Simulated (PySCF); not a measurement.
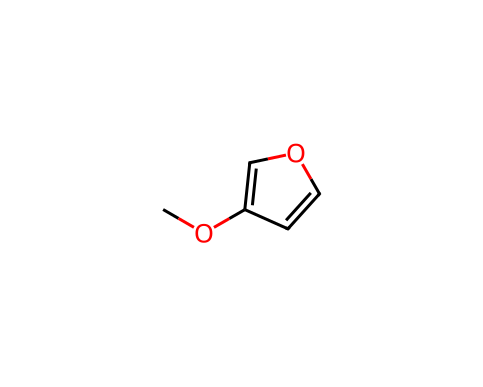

Give its SMILES.

COc1ccoc1

Give the formula, hydrogens included.

C5H6O2.

An optimisation with PBE0-D3(BJ)/def2-SVP gave a structure of which point group?

Cs. Other conformers may differ.

The parts below concern this one geometry. Atoms keep their numbers from picture to picture. The computed structure is the end point of a PBE0-D3(BJ)/def2-SVP optimisation. No frequency run is at hand to confirm it as a minimum.

### NMR shielding

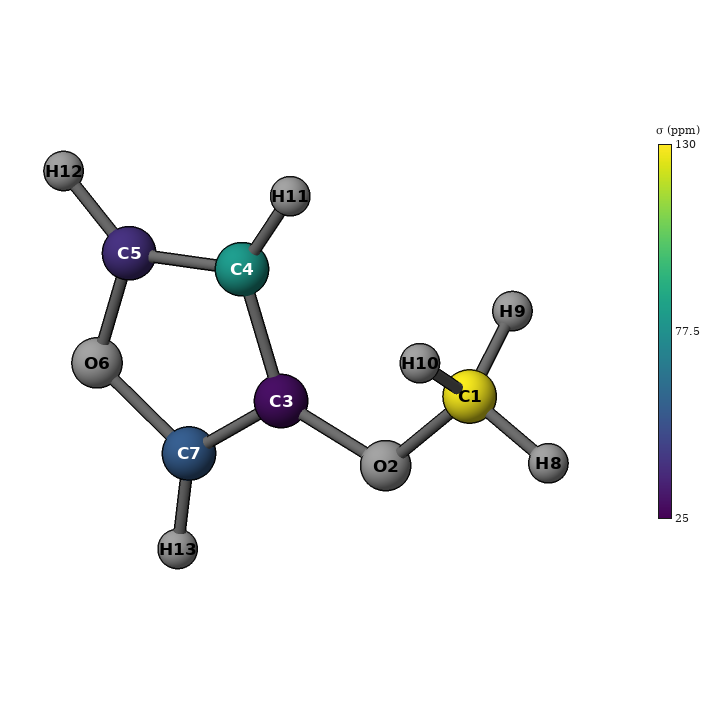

Atoms are coloured by their isotropic NMR shieldings (C only, the others grey). No frequency run is at hand to confirm it as a minimum. Method: GIAO PBE0/pcSseg-1 NMR shielding, non-relativistic, gas phase (PySCF 2.14.0).

Which C atom is the most shielded (lowest chemical shift)?

C1 (128.2 ppm).

Which C atom is the least shielded (highest chemical shift)?

C3 (29.3 ppm).

How wide is the range of C shifts?

98.9 ppm.

List the isotropic NMR shieldings of the C atoms.

```json
{"atom": "C1", "σ (ppm)": "128.2"}
{"atom": "C3", "σ (ppm)": "29.3"}
{"atom": "C4", "σ (ppm)": "81.5"}
{"atom": "C5", "σ (ppm)": "39.9"}
{"atom": "C7", "σ (ppm)": "55.5"}
```

### Dipole moment

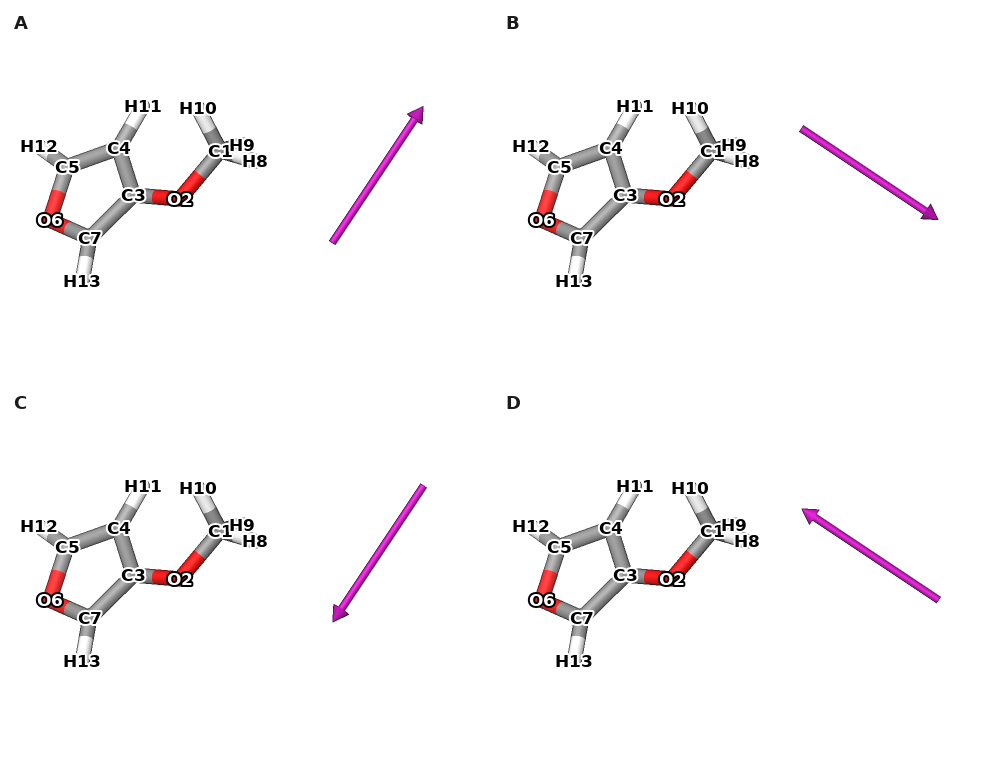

The same molecule four times, each with an arrow. No frequency run is at hand to confirm it as a minimum. Level of theory: PBE0/pcSseg-1, gas phase (PySCF 2.14.0).

Which arrow points along the dipole moment, from the negative to the positive end?

A. The dipole moment is 2.02 D; it points from the side of H13 to the side of H9, H10 (the outermost atoms at the two ends).

### Bond orders

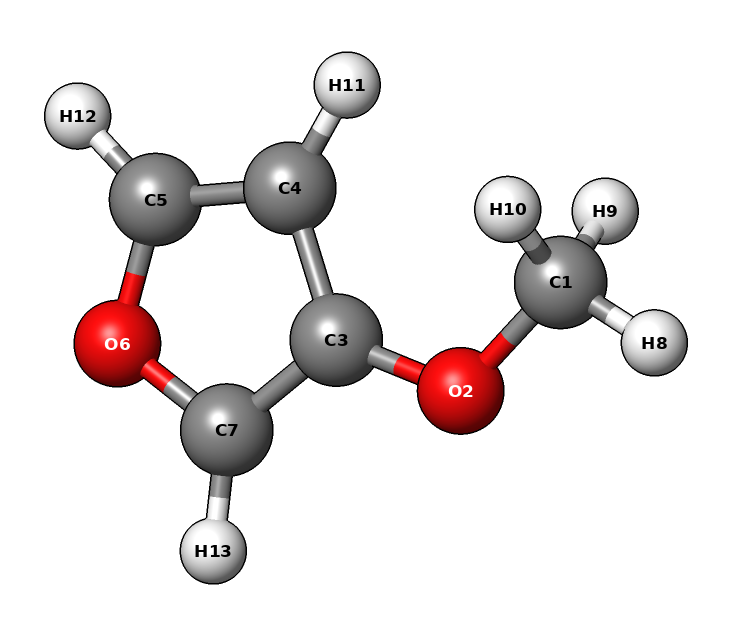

Every bond is drawn as one stick. No frequency run is at hand to confirm it as a minimum. Method: PBE0/pcSseg-1 (PySCF 2.14.0).

List the Mayer bond orders of C1–O2, C1–H8, C1–H9, O2–C3, C3–C4, C3–C7, C4–C5, C4–H11, C5–O6, C5–H12, O6–C7, C7–H13 (one bond of each equivalent set).

| bond | Mayer order | length (Å) |
| --- | --- | --- |
| C1–O2 | 0.92 | 1.400 |
| C1–H8 | 0.97 | 1.098 |
| C1–H9 | 0.95 | 1.105 |
| O2–C3 | 1.02 | 1.344 |
| C3–C4 | 1.25 | 1.434 |
| C3–C7 | 1.56 | 1.370 |
| C4–C5 | 1.57 | 1.365 |
| C4–H11 | 0.97 | 1.087 |
| C5–O6 | 1.11 | 1.340 |
| C5–H12 | 0.98 | 1.087 |
| O6–C7 | 1.04 | 1.353 |
| C7–H13 | 0.98 | 1.085 |
